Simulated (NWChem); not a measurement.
Energy and gradient calculation of PH2 (charge −1)

PH2 (phosphanide), charge −1, computed with HF/3-21G, RHF (NWChem 7.3.0).

The geometry comes from this level: GFN2-xTB.

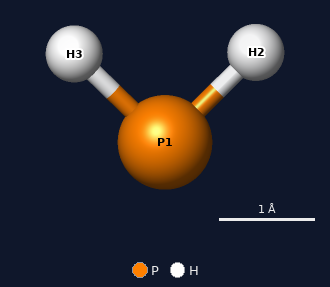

**Figure 1.** The structure (ball-and-stick view, seen on its broad side; atoms are numbered from 1 in the order of the input). Bond lengths as drawn: H–P 1.35 Å.

Results in brief:

- outcome: converged
- total energy: −340.100865 hartree
- basis functions: 17
- largest force: 3.385 eV/Å
- HOMO: −0.40 eV
- LUMO: 12.42 eV
- hardware: 1 thread of Intel Xeon (Granite Rapids), 192 GiB of memory available, shared host
- wall time: 0.81 s
- peak memory: 0.096 GiB

Input:
```
start nw
title "phosphanide"
memory total 2200 mb
charge -1

geometry units au noautosym nocenter noautoz
  P      0.94282216    -0.55478580     0.46307739
  H      0.19953618     1.87124460     0.31205047
  H     -1.14233944    -1.31647770    -0.77512786
end

basis spherical bse
  * library 3-21G
end

scf
  thresh 1e-08
  maxiter 80
end

task scf gradient
```

Launch command:
```bash
nwchem nw.nw > nw.out
```

What the program printed:
```
Northwest Computational Chemistry Package (NWChem) 7.3.0
             --------------------------------------------------------

           Job information
           ---------------

    nwchem branch   = 7.3.0
    use scalapack   = T
    input           = nw.nw
    prefix          = nw.
    data base       = ./nw.db
    status          = startup
    nproc           =        1

           Memory information
           ------------------

    heap     =     72089598 doubles =      550.0 Mbytes
    stack    =     72089595 doubles =      550.0 Mbytes
    global   =    144179200 doubles =     1100.0 Mbytes (distinct from heap & stack)
    total    =    288358393 doubles =     2200.0 Mbytes
    verify   = yes
    hardfail = no

           Directory information
           ---------------------

  0 permanent = .
  0 scratch   = .

                                NWChem Input Module
                                -------------------

                                    phosphanide
                                    -----------

                             Geometry "geometry" -> ""
                             -------------------------

 Output coordinates in a.u. (scale by  1.000000000 to convert to a.u.)

  No.       Tag          Charge          X              Y              Z
 ---- ---------------- ---------- -------------- -------------- --------------
    1 P                   15.0000     0.94282216    -0.55478580     0.46307739
    2 H                    1.0000     0.19953618     1.87124460     0.31205047
    3 H                    1.0000    -1.14233944    -1.31647770    -0.77512786

      Atomic Mass
      -----------

      P                 30.973760
      H                  1.007825

 Effective nuclear repulsion energy (a.u.)      12.0781931850

            Nuclear Dipole moment (a.u.)
            ----------------------------
        X                 Y               Z
 ---------------- ---------------- ----------------
    13.1995291400    -7.7670201000     6.4830834600

            XYZ format geometry
            -------------------
     3
 geometry
 P                     0.49892004    -0.29358002     0.24505002
 H                     0.10559001     0.99022007     0.16513001
 H                    -0.60450004    -0.69665005    -0.41018003

 ==============================================================================
                                internuclear distances
 ------------------------------------------------------------------------------
       center one      |      center two      | atomic units |       a.u.
 ------------------------------------------------------------------------------
    2 H                |   1 P                |     2.54183  |     2.54183
    3 H                |   1 P                |     2.54189  |     2.54189
 ------------------------------------------------------------------------------
                         number of included internuclear distances:          2
 ==============================================================================

 ==============================================================================
                                 internuclear angles
 ------------------------------------------------------------------------------
        center 1       |       center 2       |       center 3       |  degrees
 ------------------------------------------------------------------------------
    2 H                |   1 P                |   3 H                |    90.98
 ------------------------------------------------------------------------------
                            number of included internuclear angles:          1
 ==============================================================================

 Summary of "ao basis" -> "" (spherical)
 ------------------------------------------------------------------------------
       Tag                 Description            Shells   Functions and Types
 ---------------- ------------------------------  ------  ---------------------
 *                           3-21G                    on all atoms

                      Basis "ao basis" -> "ao basis" (spherical)
                      -----
  [basis functions not shown]

 Summary of "ao basis" -> "ao basis" (spherical)
 ------------------------------------------------------------------------------
       Tag                 Description            Shells   Functions and Types
 ---------------- ------------------------------  ------  ---------------------
 P                           3-21G                   7       13   4s3p
 H                           3-21G                   2        2   2s

                                 NWChem SCF Module
                                 -----------------

                                    phosphanide

  ao basis        = "ao basis"
  functions       =    17
  atoms           =     3
  closed shells   =     9
  open shells     =     0
  charge          =  -1.00
  wavefunction    = RHF
  input vectors   = atomic
  output vectors  = ./nw.movecs
  use symmetry    = F
  symmetry adapt  = F

 Summary of "ao basis" -> "ao basis" (spherical)
 ------------------------------------------------------------------------------
       Tag                 Description            Shells   Functions and Types
 ---------------- ------------------------------  ------  ---------------------
 P                           3-21G                   7       13   4s3p
 H                           3-21G                   2        2   2s

 Forming initial guess at       0.0s

      Superposition of Atomic Density Guess
      -------------------------------------

 Sum of atomic energies:        -339.93353567

 Renormalizing density from      17.00 to     18

      Non-variational initial energy
      ------------------------------

 Total energy =    -351.906991
 1-e energy   =    -523.345016
 2-e energy   =     159.359831
 HOMO         =       0.215298
 LUMO         =       0.472631

 Starting SCF solution at       0.0s

 ----------------------------------------------
         Quadratically convergent ROHF

 Convergence threshold     :          1.000E-08
 Maximum no. of iterations :           80
 Final Fock-matrix accuracy:          1.000E-10
 ----------------------------------------------

              iter       energy          gnorm     gmax       time
             ----- ------------------- --------- --------- --------
                 1     -339.9478850478  1.85D+00  7.91D-01      0.1
                 2     -340.0916173921  4.71D-01  2.13D-01      0.1
                 3     -340.0999329742  1.54D-01  6.67D-02      0.1
                 4     -340.1008342717  1.52D-02  1.13D-02      0.1
                 5     -340.1008651329  6.45D-05  2.72D-05      0.1
                 6     -340.1008651336  9.41D-10  4.30D-10      0.2

       Final RHF  results
       ------------------

         Total SCF energy =   -340.100865133551
      One-electron energy =   -500.151860031440
      Two-electron energy =    147.972801712927
 Nuclear repulsion energy =     12.078193184963

        Time for solution =      0.1s

             Final eigenvalues
             -----------------

              1
    1  -79.0446
    2   -7.1176
    3   -5.0042
    4   -5.0025
    5   -4.9990
    6   -0.5544
    7   -0.2459
    8   -0.1201
    9   -0.0149
   10    0.4564
   11    0.5296
   12    0.8368
   13    0.8796
   14    0.9214
   15    0.9385
   16    1.5332
   17    1.5542

                       ROHF Final Molecular Orbital Analysis
                       -------------------------------------

 Vector    2  Occ=2.000000D+00  E=-7.117579D+00
              MO Center=  5.0D-01, -2.9D-01,  2.4D-01, r^2= 8.8D-02
   Bfn.  Coefficient  Atom+Function         Bfn.  Coefficient  Atom+Function
  ----- ------------  ---------------      ----- ------------  ---------------
     2      0.996889  1 P  s                  1     -0.295740  1 P  s

 Vector    3  Occ=2.000000D+00  E=-5.004156D+00
              MO Center=  5.0D-01, -2.9D-01,  2.5D-01, r^2= 8.3D-02
   Bfn.  Coefficient  Atom+Function         Bfn.  Coefficient  Atom+Function
  ----- ------------  ---------------      ----- ------------  ---------------
     4      0.855151  1 P  py                 3      0.359890  1 P  px
     5      0.291603  1 P  pz

 Vector    4  Occ=2.000000D+00  E=-5.002497D+00
              MO Center=  5.0D-01, -3.0D-01,  2.5D-01, r^2= 8.3D-02
   Bfn.  Coefficient  Atom+Function         Bfn.  Coefficient  Atom+Function
  ----- ------------  ---------------      ----- ------------  ---------------
     3      0.772110  1 P  px                 4     -0.454261  1 P  py
     5      0.379240  1 P  pz

 Vector    5  Occ=2.000000D+00  E=-4.998983D+00
              MO Center=  5.0D-01, -2.9D-01,  2.5D-01, r^2= 8.3D-02
   Bfn.  Coefficient  Atom+Function         Bfn.  Coefficient  Atom+Function
  ----- ------------  ---------------      ----- ------------  ---------------
     5      0.848026  1 P  pz                 3     -0.470230  1 P  px

 Vector    6  Occ=2.000000D+00  E=-5.544199D-01
              MO Center=  1.2D-01, -6.9D-02,  5.7D-02, r^2= 1.3D+00
   Bfn.  Coefficient  Atom+Function         Bfn.  Coefficient  Atom+Function
  ----- ------------  ---------------      ----- ------------  ---------------
    10      0.412729  1 P  s                  6      0.341234  1 P  s
     2     -0.322938  1 P  s                 14      0.160025  2 H  s
    16      0.160013  3 H  s

 Vector    7  Occ=2.000000D+00  E=-2.458758D-01
              MO Center= -4.6D-03,  2.7D-03, -2.3D-03, r^2= 1.8D+00
   Bfn.  Coefficient  Atom+Function         Bfn.  Coefficient  Atom+Function
  ----- ------------  ---------------      ----- ------------  ---------------
    15      0.378100  2 H  s                 17     -0.378100  3 H  s
     8      0.275825  1 P  py                14      0.225078  2 H  s
    16     -0.225077  3 H  s                  4     -0.151186  1 P  py

 Vector    8  Occ=2.000000D+00  E=-1.201382D-01
              MO Center=  6.9D-01, -4.1D-01,  3.4D-01, r^2= 1.9D+00
   Bfn.  Coefficient  Atom+Function         Bfn.  Coefficient  Atom+Function
  ----- ------------  ---------------      ----- ------------  ---------------
    10      0.639535  1 P  s                 11      0.272239  1 P  px
     7      0.263414  1 P  px                15     -0.262301  2 H  s
    17     -0.262308  3 H  s                  2     -0.187968  1 P  s
    12     -0.160195  1 P  py                 8     -0.155005  1 P  py

 Vector    9  Occ=2.000000D+00  E=-1.486013D-02
              MO Center=  5.0D-01, -2.9D-01,  2.5D-01, r^2= 2.0D+00
   Bfn.  Coefficient  Atom+Function         Bfn.  Coefficient  Atom+Function
  ----- ------------  ---------------      ----- ------------  ---------------
    13      0.613886  1 P  pz                 9      0.351609  1 P  pz
    11     -0.340399  1 P  px                 7     -0.194967  1 P  px
     5     -0.190729  1 P  pz

 Vector   10  Occ=0.000000D+00  E= 4.563791D-01
              MO Center=  5.0D-01, -2.9D-01,  2.5D-01, r^2= 3.2D+00
   Bfn.  Coefficient  Atom+Function         Bfn.  Coefficient  Atom+Function
  ----- ------------  ---------------      ----- ------------  ---------------
    12      1.215885  1 P  py                15     -1.055150  2 H  s
    17      1.055261  3 H  s                 11      0.511866  1 P  px
    13      0.414701  1 P  pz                 8      0.152753  1 P  py

 Vector   11  Occ=0.000000D+00  E= 5.295781D-01
              MO Center=  1.6D-01, -9.5D-02,  7.9D-02, r^2= 3.3D+00
   Bfn.  Coefficient  Atom+Function         Bfn.  Coefficient  Atom+Function
  ----- ------------  ---------------      ----- ------------  ---------------
    10      1.859806  1 P  s                 15     -1.584627  2 H  s
    17     -1.584454  3 H  s                 11     -1.251270  1 P  px
    12      0.736416  1 P  py                13     -0.614565  1 P  pz
     2     -0.202988  1 P  s

 Vector   12  Occ=0.000000D+00  E= 8.367507D-01
              MO Center= -4.5D-02,  2.7D-02, -2.2D-02, r^2= 2.3D+00
   Bfn.  Coefficient  Atom+Function         Bfn.  Coefficient  Atom+Function
  ----- ------------  ---------------      ----- ------------  ---------------
    10      2.257706  1 P  s                  6     -1.570156  1 P  s
    11     -1.024973  1 P  px                12      0.603273  1 P  py
    15     -0.571244  2 H  s                 17     -0.571328  3 H  s
     7      0.551427  1 P  px                13     -0.503414  1 P  pz
     8     -0.324656  1 P  py                 9      0.270822  1 P  pz

 Vector   13  Occ=0.000000D+00  E= 8.796304D-01
              MO Center=  4.0D-01, -2.3D-01,  1.9D-01, r^2= 2.7D+00
   Bfn.  Coefficient  Atom+Function         Bfn.  Coefficient  Atom+Function
  ----- ------------  ---------------      ----- ------------  ---------------
     8      1.101633  1 P  py                12     -0.889547  1 P  py
     7      0.463825  1 P  px                 9      0.375765  1 P  pz
    11     -0.374647  1 P  px                 4     -0.302719  1 P  py
    13     -0.303488  1 P  pz                15     -0.209586  2 H  s
    17      0.209374  3 H  s                 14      0.183468  2 H  s

 Vector   14  Occ=0.000000D+00  E= 9.213609D-01
              MO Center=  9.3D-01, -5.5D-01,  4.6D-01, r^2= 2.2D+00
   Bfn.  Coefficient  Atom+Function         Bfn.  Coefficient  Atom+Function
  ----- ------------  ---------------      ----- ------------  ---------------
    10      1.496921  1 P  s                  6     -1.171475  1 P  s
     7     -0.835073  1 P  px                 8      0.491406  1 P  py
    11      0.455004  1 P  px                 9     -0.410155  1 P  pz
    15     -0.399269  2 H  s                 17     -0.399239  3 H  s
    12     -0.267743  1 P  py                 3      0.233557  1 P  px

 Vector   15  Occ=0.000000D+00  E= 9.385146D-01
              MO Center=  5.0D-01, -2.9D-01,  2.5D-01, r^2= 2.5D+00
   Bfn.  Coefficient  Atom+Function         Bfn.  Coefficient  Atom+Function
  ----- ------------  ---------------      ----- ------------  ---------------
     9      1.156784  1 P  pz                13     -0.981339  1 P  pz
     7     -0.641436  1 P  px                11      0.544152  1 P  px
     5     -0.320820  1 P  pz                 3      0.177894  1 P  px

 Vector   16  Occ=0.000000D+00  E= 1.533181D+00
              MO Center= -1.7D-01,  1.0D-01, -8.6D-02, r^2= 2.3D+00
   Bfn.  Coefficient  Atom+Function         Bfn.  Coefficient  Atom+Function
  ----- ------------  ---------------      ----- ------------  ---------------
    15      1.262705  2 H  s                 17     -1.263632  3 H  s
    14     -0.939532  2 H  s                 16      0.940183  3 H  s
    12     -0.757433  1 P  py                 8      0.470106  1 P  py
    11     -0.319128  1 P  px                13     -0.258483  1 P  pz
     7      0.198038  1 P  px                 9      0.160411  1 P  pz

 Vector   17  Occ=0.000000D+00  E= 1.554233D+00
              MO Center= -2.1D-01,  1.3D-01, -1.0D-01, r^2= 2.0D+00
   Bfn.  Coefficient  Atom+Function         Bfn.  Coefficient  Atom+Function
  ----- ------------  ---------------      ----- ------------  ---------------
    10      1.567504  1 P  s                 15     -1.376276  2 H  s
    17     -1.375360  3 H  s                 14      0.931378  2 H  s
    16      0.930714  3 H  s                 11     -0.736617  1 P  px
     6     -0.584001  1 P  s                 12      0.433814  1 P  py
     7      0.392397  1 P  px                13     -0.361760  1 P  pz

 center of mass
 --------------
 x =   0.85641321 y =  -0.50394033 z =   0.42063641

 moments of inertia (a.u.)
 ------------------
           7.939821699670           0.071726849943          -2.594214257944
           0.071726849943           6.201117761242          -0.652436847804
          -2.594214257944          -0.652436847804          11.123509403252

  Mulliken analysis of the total density
  --------------------------------------

    Atom       Charge   Shell Charges
 -----------   ------   -------------------------------------------------------
    1 P   15    15.62   2.00  1.97  5.87  0.72  1.78  1.11  2.17
    2 H    1     1.19   0.46  0.73
    3 H    1     1.19   0.46  0.73

       Multipole analysis of the density wrt the origin
       ------------------------------------------------

     L   x y z        total         open         nuclear
     -   - - -        -----         ----         -------
     0   0 0 0     -1.000000      0.000000     17.000000

     1   1 0 0     -1.145216      0.000000     13.199529
     1   0 1 0      0.673917      0.000000     -7.767020
     1   0 0 1     -0.562482      0.000000      6.483083

     2   2 0 0    -16.183992      0.000000     14.678458
     2   1 1 0      1.074161      0.000000     -5.968720
     2   1 0 1      0.193845      0.000000      7.496719
     2   0 2 0    -14.208058      0.000000      9.851479
     2   0 1 1      0.823483      0.000000     -2.249270
     2   0 0 2    -16.128941      0.000000      3.914809

                              NWChem Gradients Module
                              -----------------------

                                    phosphanide

  wavefunction    =   RHF

                         RHF ENERGY GRADIENTS

    atom               coordinates                        gradient
                 x          y          z           x          y          z
   1 P       0.942822  -0.554786   0.463077   -0.052240   0.030756  -0.025657
   2 H       0.199536   1.871245   0.312050    0.010920  -0.051505   0.000511
   3 H      -1.142339  -1.316478  -0.775128    0.041321   0.020749   0.025146

                 ----------------------------------------
                 |  Time  |  1-e(secs)   |  2-e(secs)   |
                 ----------------------------------------
                 |  CPU   |       0.00   |       0.02   |
                 ----------------------------------------
                 |  WALL  |       0.00   |       0.02   |
                 ----------------------------------------

 Task  times  cpu:        0.2s     wall:        0.2s
 Total times  cpu:        0.2s     wall:        0.2s
```

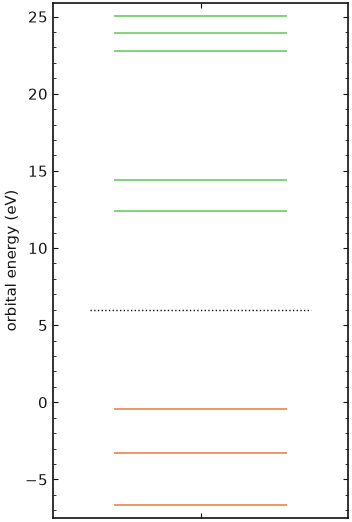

**Figure 2.** Orbital energies near the frontier; the dotted line parts filled from empty levels, and levels within 0.02 eV of each other stand side by side. Highest filled −0.40 eV, lowest empty 12.42 eV, 12.82 eV apart.

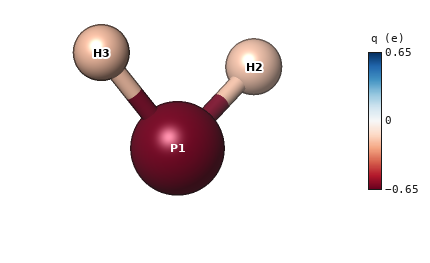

**Figure 3.** Mulliken charges, as the colour of each atom (ball-and-stick view, seen at a tilt; atoms are numbered from 1 in the order of the input). By element: P −0.62 and H −0.19 e.
